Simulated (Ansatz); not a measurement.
# AsH3 (SMILES [H][As]([H])[H]) at 6 levels

Aim: a comparison of 6 runs (B3LYP/STO-3G, PBE/STO-3G, PBE0/STO-3G, UPBE0/STO-3G, MP2/STO-3G, CCSD(T)/STO-3G) of AsH3. 

Program for the calculation: Ansatz 0.2.0.

32 further runs of the same task are left out: 2 that didn't finish, 30 set aside as unsound or not needed.

### 1 Starting point

The species is AsH3 (4 atoms), meant as a singlet with charge 0. SMILES: `[H][As]([H])[H]`. The H2–As1 distance was set to 2.244 Å, away from the relaxed value. At this shape a bond of the SMILES string is far longer than usual.

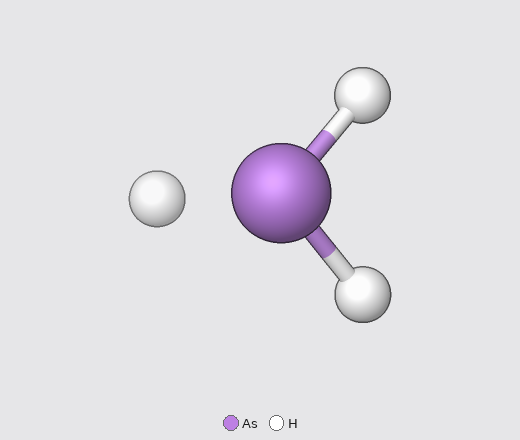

Viewed from a chosen angle; arsenic purple, hydrogen white.

### 2 A single-point energy at B3LYP/STO-3G (run 1)

Input file job.yaml:

```yaml
crystal:
  periodic: [false, false, false]
  atoms:
    - symbol: As
      position_ang: [-0.614833, 0.023161, 1.087943]
    - symbol: H
      position_ang: [1.216520, -0.029700, -0.207950]
    - symbol: H
      position_ang: [-1.193243, 1.078701, 0.199633]
    - symbol: H
      position_ang: [-1.239833, -1.019309, 0.216293]
basis:
  gaussian: {orbitals: STO-3G}
total_charge: 0
hamiltonian: {xc: {name: B3LYP}}
accuracy: high
```

On the command line:

```
$ ansatz run job.yaml --threads 1 --pin off --max-ram 2610MiB --events-out events.jsonl --progress --plain --runs-dir runs
```

What it wrote:

```text
Warning: RAYON_NUM_THREADS=1 ignored (pool sized by the plan → 1); use --threads N
Functional definition: B3LYP
  name "B3LYP"
  parameter a0 = 0.2
  parameter ax = 0.72
  parameter ac = 0.81
  exchange = (1 - a0 - ax)*slater_x + ax*b88_x + a0*exact_x
  correlation = (1 - ac)*vwn_rpa_c + ac*lyp_c
258 factors; integrals over basis functions are off by at most 1.3e-8 eV
mean field evaluation 1: about -60198.2213 eV, gradient 9.7e0 eV
mean field evaluation 2: about -60196.8192 eV, gradient 1.7e1 eV
mean field evaluation 4: about -60198.7730 eV, gradient 8.9e-2 eV
mean field evaluation 8: about -60198.7339 eV, gradient 5.6e-4 eV
mean field -60198.73394648 eV, -2212.2626683657 hartree, gradient 7.0e-9 eV, S^2 0.000000; 0 other end points of the search recorded, 0 dependent functions left out
reference -60198.73397064 eV, -2212.2626692537 hartree; 18, 18 occupied and 3, 3 virtual orbitals, 258 factors
Total energy: -60198.73397064 eV, -2212.2626692537 hartree
```

Run time: 0.84 s. Hardware: 1 thread of Arm Neoverse V1, shared host.

### 3 A single-point energy at PBE/STO-3G (run 2)

Input file job.yaml:

```yaml
crystal:
  periodic: [false, false, false]
  atoms:
    - {symbol: As, position_ang: [-0.614833, 0.023161, 1.087943]}
    - {symbol: H, position_ang: [1.216520, -0.029700, -0.207950]}
    - {symbol: H, position_ang: [-1.193243, 1.078701, 0.199633]}
    - {symbol: H, position_ang: [-1.239833, -1.019309, 0.216293]}
basis:
  gaussian:
    orbitals: STO-3G
hamiltonian:
  xc: {name: PBE}
accuracy: high
```

On the command line:

```
$ ansatz run job.yaml --threads 1 --pin off --max-ram 2610MiB --events-out events.jsonl --progress --plain --runs-dir runs
```

What it wrote:

```text
Warning: RAYON_NUM_THREADS=1 ignored (pool sized by the plan → 1); use --threads N
Functional definition: PBE
  name "PBE"
  parameter kappa = 0.804
  parameter beta = 0.06672455060314922
  exchange = pbe_x(kappa = kappa, mu = beta*pi^2/3)
  correlation = pbe_c(beta = beta)
258 factors; integrals over basis functions are off by at most 1.3e-8 eV
mean field evaluation 1: about -60187.1139 eV, gradient 1.2e1 eV
mean field evaluation 2: about -60183.3123 eV, gradient 2.4e1 eV
mean field evaluation 4: about -60187.8535 eV, gradient 1.3e0 eV
mean field evaluation 8: about -60187.8146 eV, gradient 2.4e-1 eV
mean field evaluation 16: about -60187.8149 eV, gradient 2.5e-7 eV
mean field -60187.81492308 eV, -2211.8614016571 hartree, gradient 4.5e-9 eV, S^2 0.000000; 0 other end points of the search recorded, 0 dependent functions left out
reference -60187.81492473 eV, -2211.8614017177 hartree; 18, 18 occupied and 3, 3 virtual orbitals, 258 factors
Total energy: -60187.81492473 eV, -2211.8614017177 hartree
```

It took 0.8 s on 1 thread of Arm Neoverse V1, shared host.

Run 3 isn't shown in full; the table further down has it.

### 4 A single-point energy at UPBE0/STO-3G (run 4)

Input file input.yaml:

```yaml
crystal:
  periodic: [false, false, false]
  atoms:
    - {symbol: As, position_ang: [-0.614833, 0.023161, 1.087943]}
    - {symbol: H, position_ang: [1.216520, -0.029700, -0.207950]}
    - {symbol: H, position_ang: [-1.193243, 1.078701, 0.199633]}
    - {symbol: H, position_ang: [-1.239833, -1.019309, 0.216293]}
basis:
  gaussian:
    orbitals: STO-3G
magnetization:
  spin_polarized: true
  initial_magnetization: 0
hamiltonian:
  xc: pbe0
accuracy: high
```

On the command line:

```
$ ansatz run input.yaml --threads 1 --pin off --max-ram 2610MiB --events-out events.jsonl --progress --plain --runs-dir runs
```

What it wrote:

```text
Warning: RAYON_NUM_THREADS=1 ignored (pool sized by the plan → 1); use --threads N
Functional definition: PBE0
  name "PBE0"
  parameter a = 0.25
[... 2 set-up lines as earlier in the session ...]
  exchange = (1 - a)*pbe_x(kappa = kappa, mu = beta*pi^2/3) + a*exact_x
[... 1 set-up line as earlier in the session ...]
258 factors; integrals over basis functions are off by at most 1.3e-8 eV
mean field evaluation 1: about -60192.5263 eV, gradient 5.3e0 eV
mean field evaluation 2: about -60191.8657 eV, gradient 8.8e0 eV
mean field evaluation 4: about -60192.8649 eV, gradient 2.6e-1 eV
mean field evaluation 8: about -60192.8300 eV, gradient 2.1e-3 eV
mean field evaluation 16: about -60192.8300 eV, gradient 3.5e-8 eV
mean field -60192.83004593 eV, -2212.0457040222 hartree, gradient 3.5e-8 eV, S^2 0.000000; 1 other end points of the search recorded, 0 dependent functions left out
reference -60192.83004716 eV, -2212.0457040677 hartree; 18, 18 occupied and 3, 3 virtual orbitals, 258 factors
Total energy: -60192.83004716 eV, -2212.0457040677 hartree
```

Wall time 1.8 s (1 thread of Arm Neoverse V1, shared host); peak memory 0.11 GiB.

Run 5 isn't shown in full; the table further down has it.

### 5 A single-point energy at CCSD(T)/STO-3G (run 6)

input.yaml: that of step 4 with these lines changed.

```diff
@@ -11,6 +11,9 @@
 magnetization:
-  spin_polarized: true
+  spin_polarized: false
   initial_magnetization: 0
-hamiltonian:
-  xc: pbe0
+correlation:
+  method: ccsd_t
+  frozen_orbitals: {As: 9, H: 0}
 accuracy: high
+scf:
+  omitted_lower_state_checks: [cluster_reference, increment]
```

On the command line:

```
$ ansatz run input.yaml --threads 1 --pin off --max-ram 2610MiB --events-out events.jsonl --progress --plain --runs-dir runs
```

What it wrote:

```text
Warning: RAYON_NUM_THREADS=1 ignored (pool sized by the plan → 1); use --threads N
Functional definition: HF
  name "HF"
  exchange = exact_x
  correlation = 0
these checks for a lower state are left out or cut short: cluster_reference, increment
258 factors; integrals over basis functions are off by at most 1.3e-8 eV
mean field evaluation 1: about -60160.7069 eV, gradient 4.8e0 eV
mean field evaluation 2: about -60160.7091 eV, gradient 4.7e0 eV
mean field evaluation 4: about -60160.8729 eV, gradient 3.4e-1 eV
mean field evaluation 8: about -60160.8739 eV, gradient 1.4e-7 eV
mean field -60160.87393475 eV, -2210.8713385970 hartree, gradient 2.0e-8 eV, S^2 0.000000; 0 other end points of the search recorded, 0 dependent functions left out; unrestricted orbitals would lower it
9 core orbitals not correlated: weight in the atoms' cores, before any rotation towards them, 1.000 or more for the frozen orbitals, at most 0.000 for the correlated occupied ones
reference -60160.87393475 eV, -2210.8713385970 hartree; 9, 9 occupied and 3, 3 virtual orbitals, 258 factors
second order -1.71129915 eV of doubles, -0.00000000 eV of singles
cycle   1  -2.37368724 eV  change   -6.6e-1 eV  update   1.0e-1
cycle   2  -2.88724813 eV  change   -5.1e-1 eV  update   4.9e-2
cycle   3  -2.87107258 eV  change    1.6e-2 eV  update   8.2e-3
cycle   4  -2.88831682 eV  change   -1.7e-2 eV  update   4.2e-3
cycle   5  -2.88693294 eV  change    1.4e-3 eV  update   1.3e-3
cycle   6  -2.88486040 eV  change    2.1e-3 eV  update   4.5e-4
cycle   7  -2.88567948 eV  change   -8.2e-4 eV  update   1.8e-4
cycle   8  -2.88581740 eV  change   -1.4e-4 eV  update   4.8e-5
cycle   9  -2.88571638 eV  change    1.0e-4 eV  update   1.4e-5
cycle  10  -2.88574201 eV  change   -2.6e-5 eV  update   4.8e-6
cycle  11  -2.88574019 eV  change    1.8e-6 eV  update   1.0e-6
cycle  12  -2.88574044 eV  change   -2.5e-7 eV  update   2.0e-7
cycle  13  -2.88574016 eV  change    2.8e-7 eV  update   5.9e-8
cycle  14  -2.88574028 eV  change   -1.2e-7 eV  update   3.1e-8
cycle  15  -2.88573953 eV  change    7.4e-7 eV  update   2.0e-7
cycle  16  -2.88573891 eV  change    6.3e-7 eV  update   9.0e-8
cycle  17  -2.88573897 eV  change   -6.5e-8 eV  update   1.2e-8
cycle  18  -2.88573899 eV  change   -1.7e-8 eV  update   3.0e-9
cycle  19  -2.88573899 eV  change    4.8e-9 eV  update  9.4e-10
cycle  20  -2.88573898 eV  change    1.0e-9 eV  update  2.5e-10
perturbative correction -0.00597504 eV, -0.0002195786 hartree
Total energy: -60163.76564877 eV, -2210.9776071272 hartree
Checks for a lower state left out: cluster_reference, increment
```

It took 0.16 s on 1 thread of Arm Neoverse V1, shared host.

### 6 Overview of the runs

| run | level | frozen core orbitals | energy (Eh) | wall time |
| --- | --- | --- | --- | --- |
| 1 | B3LYP/STO-3G | – | -2212.262669 | 0.84 s |
| 2 | PBE/STO-3G | – | -2211.861402 | 0.8 s |
| 3 | PBE0/STO-3G | – | -2212.045704 | 0.78 s |
| 4 | UPBE0/STO-3G | – | -2212.045704 | 1.8 s |
| 5 | MP2/STO-3G | 9 | -2210.934228 | 0.12 s |
| 6 | CCSD(T)/STO-3G | 9 | -2210.977607 | 0.16 s |

### 7 Results

| quantity | value |
| --- | --- |
| run 6: total energy | -2210.97761 Eh |
| run 6: correlation energy (9 core orbitals frozen) | -106.3 mEh |
| run 6: (T) correction | -0.22 mEh |
| run 6: T1 diagnostic | 0.010 |

In words: Totals of different functionals can't be ranked against each other. In runs 5, 6 the log says that unrestricted orbitals would lower the reference, so the values rest on an unstable closed-shell determinant (other closed-shell runs at this shape may share the fault). In runs 1, 2, 3, 4, 5, 6 the basis is minimal, so the values are rough. All runs together took 4.5 s, the longest 1.8 s.
